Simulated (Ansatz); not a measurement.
Effort and miss along a sweep of basis.ecutwfc: Al₂LaZn₂ (I4/mmm, 5 atoms in the cell)

```yaml
crystal:
  lattice:
    - [-2.14600, 2.14600, 5.50750]
    - [2.14600, -2.14600, 5.50750]
    - [2.14600, 2.14600, -5.50750]
  atoms:
    - { symbol: Al, position: [0.75000, 0.25000, 0.50000] }
    - { symbol: Al, position: [0.25000, 0.75000, 0.50000] }
    - { symbol: La, position: [0.00000, 0.00000, 0.00000] }
    - { symbol: Zn, position: [0.37800, 0.37800, 0.00000] }
    - { symbol: Zn, position: [0.62200, 0.62200, 0.00000] }
```

Method: r2SCAN, default PAW files made with PBE (plane waves; Ansatz, a first-principles code).

Base settings: basis.ecutwfc = 36.7 Ry; kpoints.mp_grid.grid = 9 9 9; hamiltonian.xc = r2scan; hamiltonian.pseudopotentials = {kind: paw} (the program's default PAW files); scf.occupations.method = fermi_dirac; scf.occupations.width = 0.0073 Ry.

Misses are taken against the tightest run, 73.5 Ry, which need not be fully converged itself. The energy is the free energy per atom.

The count of work is k-points × plane waves × bands × iterations; it is no time, and leaves out set-up, grids and terms that scale otherwise. 

Ansatz's pressure holds its estimate of the finite-basis (Pulay) stress, which hides part of the cutoff error; the uncorrected pressure shows it.

The starting cell comes from a database of published, mostly measured structures (it also holds non-ambient and calculated ones), without a prior relaxation at this level. Ansatz's pressure includes its estimate of the finite-basis (Pulay) stress. The cutoff lies below the one recommended for these files.

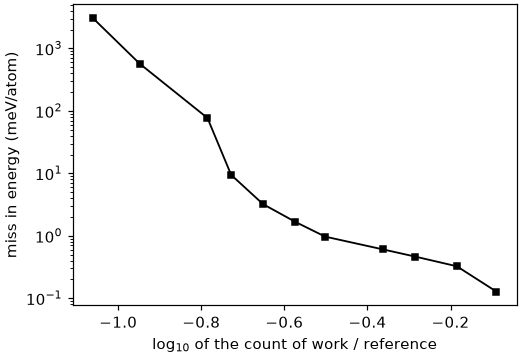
Figure. Miss against the count of work; the reference run is not drawn, and misses under 0.1 meV/atom are drawn there.

```csv
basis.ecutwfc,energy less reference (meV/atom),pressure less reference (GPa),largest difference in the force on any atom (eV/Å),uncorrected pressure less reference (GPa),count of work / reference
14.7 Ry,3064.78,1.98,0.125,-97.18,0.087
18.4 Ry,570.40,0.97,0.038,-27.20,0.11
22 Ry,76.89,0.34,0.018,-4.94,0.16
25.7 Ry,9.43,0.08,0.005,-0.49,0.19
29.4 Ry,3.21,0.02,0.000,-0.07,0.22
33.1 Ry,1.67,0.01,0.000,-0.04,0.27
36.7 Ry,0.97,0.00,0.000,-0.02,0.31
42.3 Ry,0.60,0.00,0.000,0.00,0.44
47.8 Ry,0.46,0.00,0.000,0.00,0.52
55.1 Ry,0.32,0.00,0.000,0.00,0.65
64.3 Ry,0.13,0.00,0.000,0.00,0.81
73.5 Ry,0.00,0.00,0.000,0.00,1.0
```

Coarsest setting among those run that, with all tighter ones, holds the energy within 5 meV/atom of the reference: 29.4 Ry, off by 3.2 meV/atom; it needs 0.22 of the reference's count of work.

Coarsest setting among those run that, with all tighter ones, holds the energy within 2 meV/atom of the reference: 33.1 Ry, off by 1.7 meV/atom; it needs 0.27 of the reference's count of work.

The step from 18.4 Ry to 33.1 Ry: it takes the miss in the energy from 570 to 1.7 meV/atom, for 2.4 times the count of work.

Keys are those of Ansatz 0.2.
